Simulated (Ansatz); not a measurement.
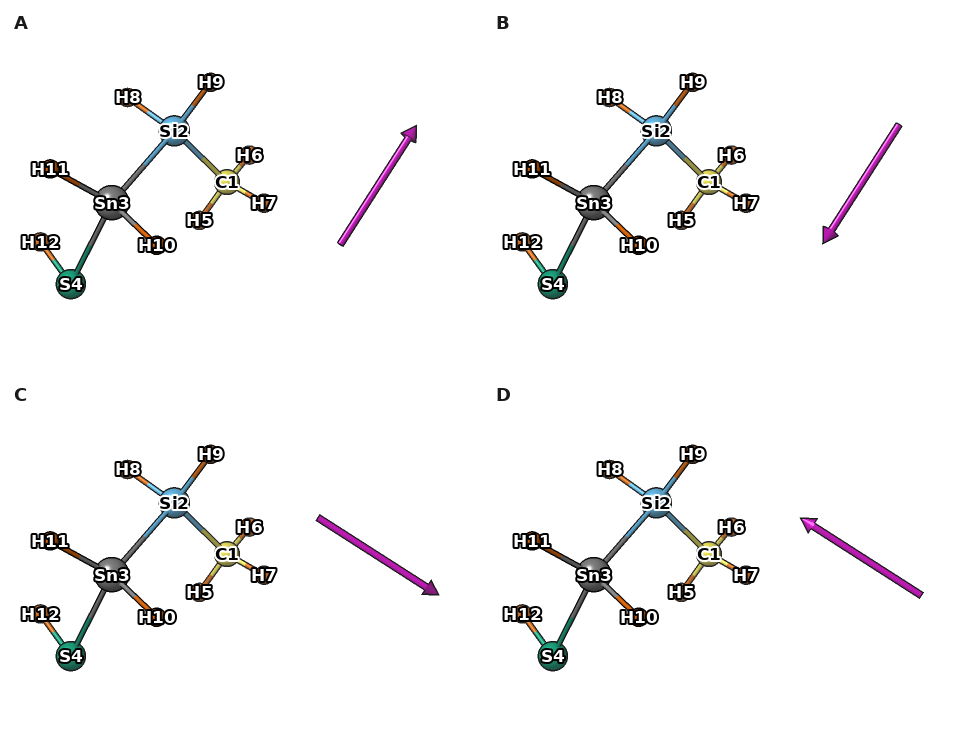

The same molecule four times, each with an arrow. The geometry was computed by an optimisation with PBE-D4/def2-SVP. No frequency run is at hand to confirm it as a minimum. Method: RKS PBE-D4/def2-SVP, core potentials on Sn (Ansatz 0.2.0).

> Which arrow points along the dipole moment, from the negative to the positive end?

A. The dipole moment is 1.92 D; it points from the side of S4 to the side of H9 (the outermost atoms at the two ends).
